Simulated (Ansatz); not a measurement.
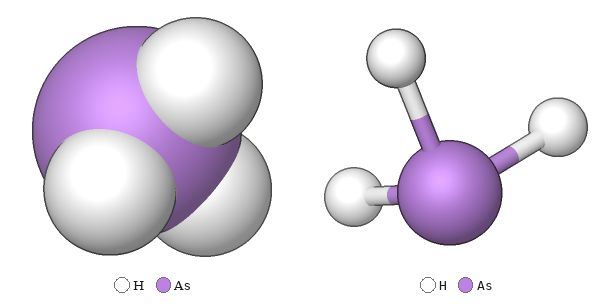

The same structure drawn twice, from different directions.

The geometry was computed by an optimisation with PBE0-D4/def2-TZVP.

Give the formula.

AsH₃, 4 atoms: 1 arsenic and 3 hydrogen.

Give the symmetry (Schoenflies symbol).

C3v.

How many atoms are distinct by symmetry?

2: 3 H, 1 As.

Count the bonded pairs by element.

3 As–H. Sticks follow a distance rule.

The parts below concern this one geometry. Atoms keep their numbers from picture to picture.

**Shape**

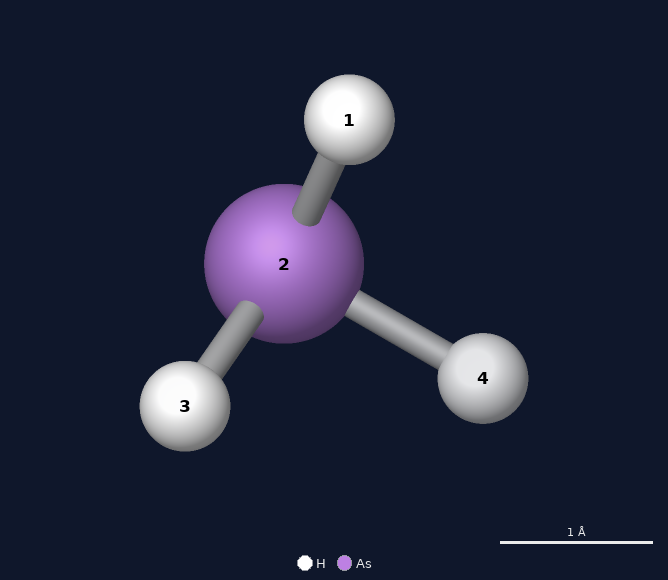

Estimate the angles H1–As2–H3.

```json
{"angle": "H1–As2–H3", "degrees": "92.0"}
```

**Dipole moment**

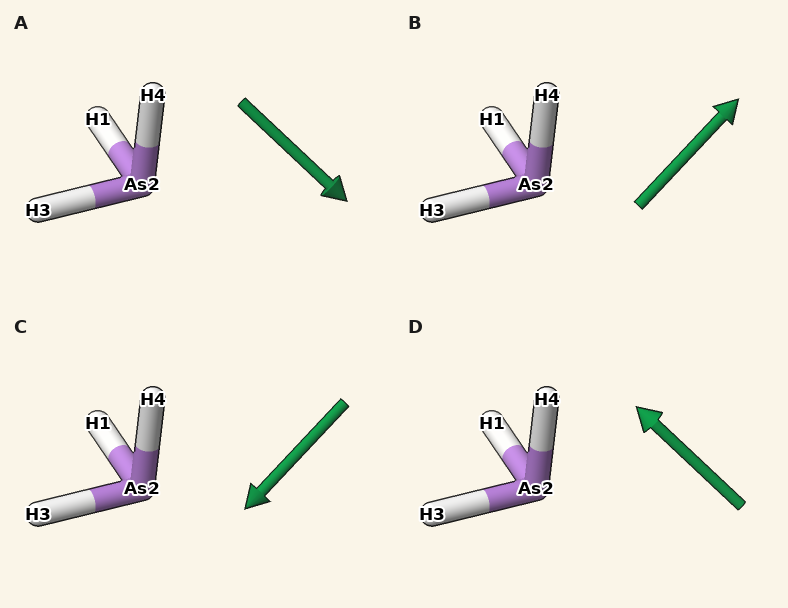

The same molecule four times, each with an arrow. Method: RKS PBE0-D4/def2-TZVP (Ansatz 0.2.0).

Which arrow points along the dipole moment, from the negative to the positive end?

D. The dipole moment is 0.34 D; it points from the side of As2 to the side of H1, H3, H4 (the outermost atoms at the two ends).

**Electronic properties**

Level of theory: RKS PBE0-D4/def2-TZVPP (Ansatz 0.2.0).

Predict the main results.

- HOMO energy (Kohn–Sham orbital): −7.81 eV
- LUMO energy (Kohn–Sham orbital): 0.68 eV
- HOMO–LUMO gap: 8.49 eV

**Charges**

The questions are on Mulliken charges. Properties computed with RKS PBE0-D4/def2-TZVP (Ansatz 0.2.0).

Give the Mulliken charges atom by atom.

```csv
atom,value (e)
H1,0.07
As2,−0.21
H3,0.07
H4,0.07
```

Mulliken values depend strongly on the basis set and can even reverse the polarity of a bond.
